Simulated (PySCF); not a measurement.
```xyz
23

C     3.1150   -0.2759    0.5670
O     1.8580   -0.6319    1.0891
C     0.7499   -0.3115    0.3335
F     0.8461   -0.9964   -0.8819
C    -0.4673   -0.8375    1.0801
C    -1.6842   -1.1117    0.2016
C    -2.3748    0.1172   -0.3783
C    -1.4432    1.0963   -1.0723
O    -0.5907    1.7196   -0.1370
C     0.6872    1.1884    0.0014
H     3.8686   -0.7864    1.1808
H     3.2247   -0.6072   -0.4779
H     3.3035    0.8109    0.6244
H    -0.7063   -0.1295    1.8894
H    -0.1367   -1.7733    1.5546
H    -1.3693   -1.7790   -0.6162
H    -2.4151   -1.6811    0.7975
H    -3.1552   -0.2025   -1.0896
H    -2.8895    0.6735    0.4238
H    -2.0323    1.8965   -1.5492
H    -0.8583    0.5949   -1.8653
H     1.1513    1.7324    0.8380
H     1.2991    1.3602   -0.9066
```

Geometry: PBE0-D3(BJ)/def2-SVP.

These are results of PBE0/pcSseg-1, SCF density, gas phase, non-relativistic (PySCF), not measurements.

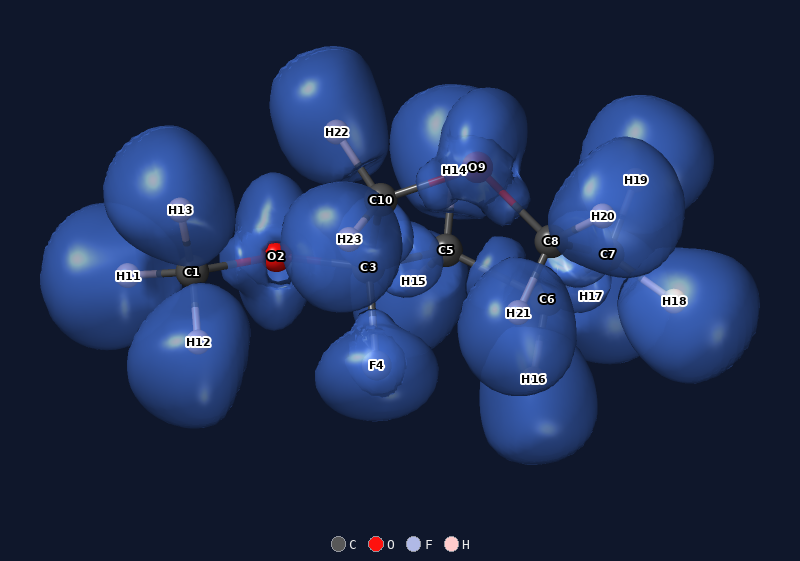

C7H13FO2. Isosurface of the ELF at 0.75 (blue), seen from one side. Core shells and regions of very low density are left out.

Where are the electrons localised?

The surface consists of five regions between bonded C–C atoms (shared pairs), 13 regions around hydrogen nuclei, one region on F in which the atom's valence shell and bonds are merged and two regions on O in which the atom's valence shell and bonds are merged.

Values along the shortest contacts:
C–O (1.38 Å): the ELF peaks at about 0.90 between the atoms, as expected for a polar covalent bond. C–F (1.40 Å): the ELF peaks at about 0.80 between the atoms, as expected for a polar covalent bond.
